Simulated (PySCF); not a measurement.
| atom | x (Å) | y (Å) | z (Å) |
| --- | --- | --- | --- |
| C | -1.3801 | 1.5689 | -0.8281 |
| C | -1.0249 | 0.2946 | -0.8726 |
| C | -0.2241 | -0.4144 | 0.2016 |
| C | -0.7233 | -1.8644 | 0.3528 |
| N | -0.2913 | 0.3331 | 1.4508 |
| C | 1.1560 | -0.3724 | -0.3583 |
| C | 2.0369 | 0.7997 | -0.1880 |
| H | -1.1540 | 2.1821 | 0.0264 |
| H | -1.9048 | 2.0381 | -1.6435 |
| H | -1.2413 | -0.3129 | -1.7406 |
| H | -0.1243 | -2.3886 | 1.0961 |
| H | -0.6480 | -2.4007 | -0.5896 |
| H | -1.7643 | -1.8694 | 0.6734 |
| H | 0.2797 | -0.1241 | 2.1534 |
| H | -1.2485 | 0.3590 | 1.7854 |
| H | 1.4267 | -1.1249 | -1.0806 |
| H | 1.6042 | 1.4868 | 0.5328 |
| H | 3.0277 | 0.4917 | 0.1569 |
| H | 2.1881 | 1.3270 | -1.1360 |

Geometry: GFN2-xTB.

Method: UKS B3LYP, pcH-1 on C H N, non-relativistic, mean-field spin-orbit, GIAO (PySCF).

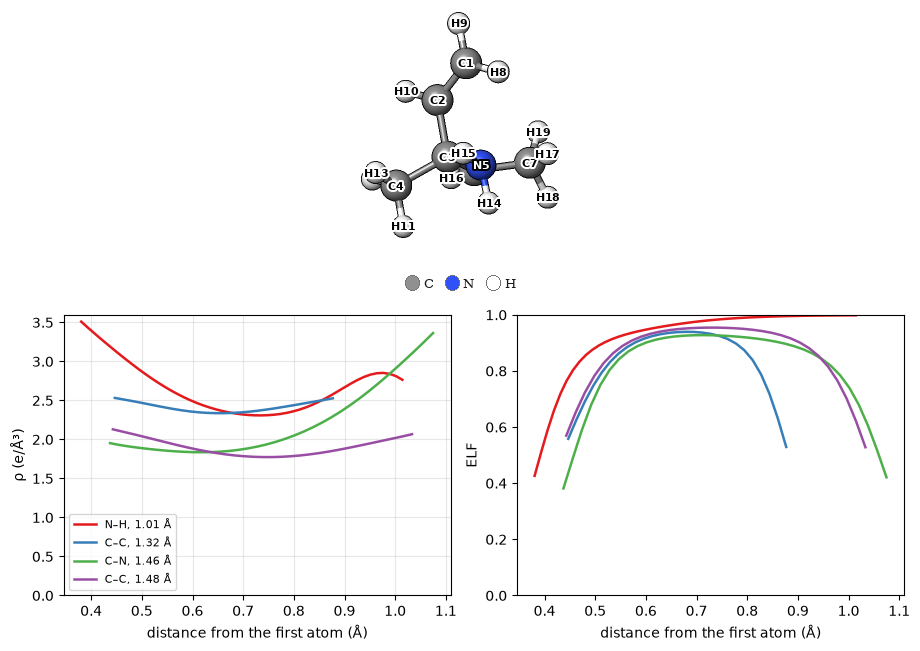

C₆H₁₂N (SMILES C=C[C@](C)(N)[CH]C) (doublet). Electron density and electron localisation function along straight lines between neighbouring atoms. The curves leave out the atomic cores. The structure is drawn too.

Q: What can be read from the curves?

A: N–H (1.01 Å): the density is about 2.8 e/Å³ at the midpoint; the ELF climbs to about 1 towards the hydrogen, as it does in any bond to H; an ordinary covalent bond to hydrogen.
C–C (1.32 Å): the density is about 2.3 e/Å³ at the midpoint; the ELF peaks at about 0.95 between the atoms (a short, multiple covalent bond).
C–N (1.46 Å): ρ at the midpoint is about 1.9 e/Å³; the ELF peaks at about 0.95 between the atoms, as expected for a covalent bond.
C–C (1.48 Å): ρ at the midpoint is about 1.8 e/Å³; the ELF peaks at about 0.95 between the atoms: a shared electron pair.
